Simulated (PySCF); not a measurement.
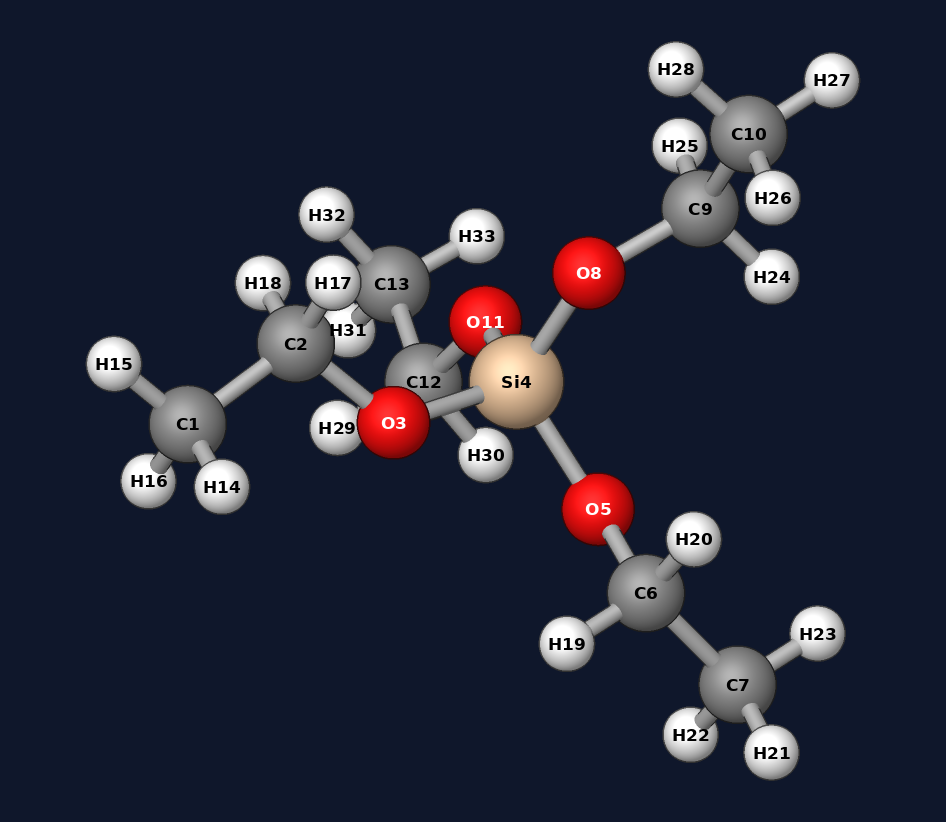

Computed geometry: GFN2-xTB optimisation. No frequency run is at hand to confirm it as a minimum. Level of theory: GIAO KT3/pcSseg-1 NMR shielding, non-relativistic, gas phase (PySCF 2.14.0). Principal shieldings σ11 ≤ σ22 ≤ σ33, span Ω = σ33 − σ11, skew κ = 3(σiso − σ22)/Ω.

Give the shielding tensors of the O atoms.

```csv
atom,σ11,σ22,σ33,σiso,Ω,κ
"O3, O5, O8…",238.5,253.9,327.3,273.2,88.8,0.65
```

Shieldings and span in ppm.

The geometry is semi-empirical. Around Si such bond lengths and angles can be off by a tenth of an ångström or more and by several degrees, and values that hang on the shape move with them.
